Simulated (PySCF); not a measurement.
# Frequency calculation of SiHCl₃

SiHCl₃, computed with RKS PBE0-D4/def2-TZVP, density fitting (PySCF 2.14.0).

The geometry comes from this level: PBE0-D4/def2-TZVP.

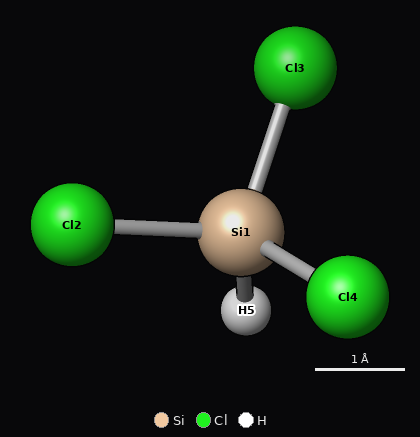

**Figure 1.** The structure as given in the input (ball-and-stick view, seen at a tilt; atoms are numbered from 1 in the order of the input). Bond lengths as drawn: Cl–Si 2.03 Å and H–Si 1.47 Å.

**Summary**

```tsv
quantity	value
outcome	converged
total energy	−45452.1092 eV
hardware	4 threads of Intel Xeon @ 2.50GHz, 180 GiB of memory available, shared host
wall time	3 min (CPU time 8.8 min)
peak memory	2.1 GiB
```

**Input file**
```python
import json, numpy as np
from pyscf import gto, scf, dft, mp, cc
EV, BOHR = 27.211386245988, 0.529177210903
mol = gto.M(atom="""
Si -0.819988 -0.652460 -0.051368
Cl 0.855431 -1.423958 0.795516
Cl -1.400440 -1.829738 -1.599479
Cl -2.303159 -0.572144 1.331847
H -0.538535 0.702109 -0.545791
""", basis="def2-tzvp", charge=0, spin=0, max_memory=8670, verbose=0)
def mean_field(mol, dm=None):
    mf = dft.RKS(mol, xc="pbe0").density_fit()
    mf.conv_tol = 1e-9; mf.grids.level = 4
    mf.kernel(dm0=dm)
    if not mf.converged: mf = mf.newton().run(mf.mo_coeff, mf.mo_occ)
    assert mf.converged
    return mf
def d4(mol):
    from pyscf.dispersion.dftd4 import DFTD4Dispersion
    real = gto.M(atom=[(mol.atom_pure_symbol(i), mol.atom_coord(i)) for i in range(5)], unit='B', charge=mol.charge, spin=None, basis='def2-svp', verbose=0)
    r = DFTD4Dispersion(real, xc="pbe0", atm=True).get_dispersion(grad=True); return r["energy"], r["gradient"]
def energy_and_gradient(mol, dm=None):
    mf = mean_field(mol, dm); e, g = d4(mol)
    return mf, (mf.e_tot + e) * EV, (mf.nuc_grad_method().kernel()[:5] + g) * EV / BOHR
out = {}
from pyscf.hessian import thermo
mf = mean_field(mol); n = mol.natm; h = mf.Hessian().kernel(); x0 = mol.atom_coords()
for i in range(n):
    for a in range(3):
        g = []
        for s in (1, -1):
            x = x0.copy(); x[i, a] += s * 0.005; g.append(d4(mol.set_geom_(x, unit='B', inplace=False))[1])
        h[i, :, a, :] += (g[0] - g[1]) / 0.01
for i in range(n): h[i, i] -= h[i].sum(0)  # translational sum rule: the analytic Hessian lacks the grid's response
w = thermo.harmonic_analysis(mol, h, imaginary_freq=False)['freq_wavenumber']; r = w[w > 0] * 1.239842e-4; T = [298.15, 498.15, 698.15, 898.15]
print("Vibrations: " + " ".join(f"{a:.2f}" for a in w) + f" cm⁻¹, zero-point energy {r.sum() / 2:.6f} eV")
A = [r.sum() / 2 + 8.617333e-5 * t * np.log(1 - np.exp(-r / 8.617333e-5 / t)).sum() for t in T]
out.update(energy=(mf.e_tot + d4(mol)[0]) * EV, converged=True, hessian=(h.transpose(0, 2, 1, 3).reshape(3 * n, -1) * EV / BOHR**2).round(5).tolist(), temperatures=T, free_energy=A)
out['s2'] = mf.spin_square()[0]; out['nelec'] = mol.nelec
print(f"Total energy {out['energy']:.6f} eV, <S^2> {out['s2']:.4f}")
json.dump(out, open("out.json", "w"), default=float)
```

Launched with:
```bash
OMP_NUM_THREADS=4 python run.py
```

**The program's output**
```
Vibrations: 171.76 171.77 249.43 495.42 603.66 603.71 799.86 799.90 2300.04 cm⁻¹, zero-point energy 0.384075 eV
Total energy -45452.109153 eV, <S^2> 0.0000
```

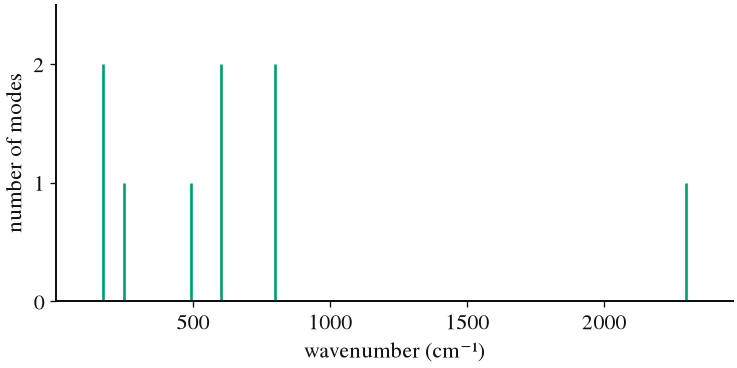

**Figure 2.** Harmonic vibrational wavenumbers from the force constants; neighbouring modes closer than 10 cm⁻¹ are counted in one stick. 9 modes from 172 to 2300 cm⁻¹, none imaginary.
